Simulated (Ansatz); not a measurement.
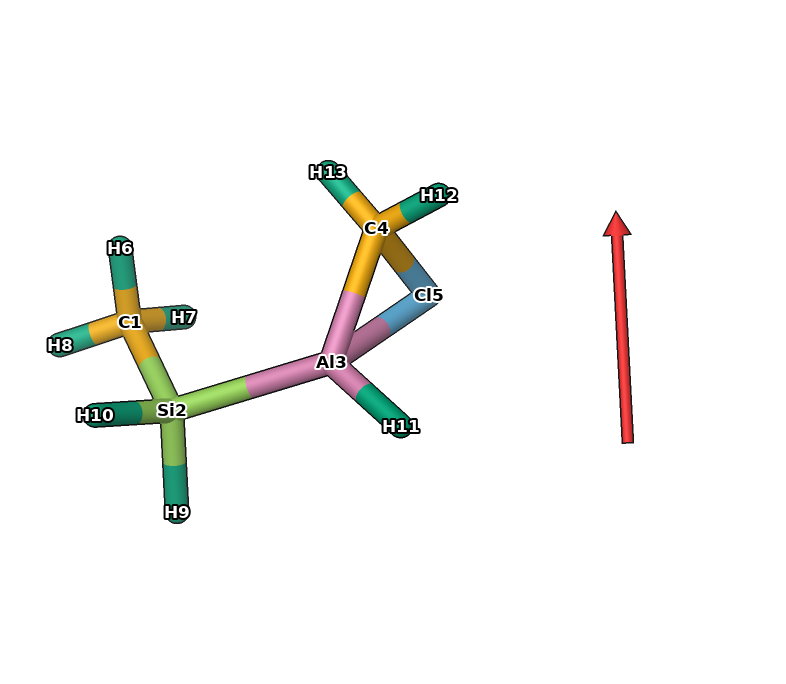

The arrow beside the molecule shows the direction of the dipole moment, from the negative to the positive end (its length means nothing). Computed geometry: PBE0-D4/def2-TZVP optimisation. Level of theory: RKS PBE0-D4/def2-TZVP (Ansatz 0.2.0).

Question: Estimate the dipole moment.

Answer: 1.93 D; it points from the side of H9 to the side of H13 (the outermost atoms at the two ends).
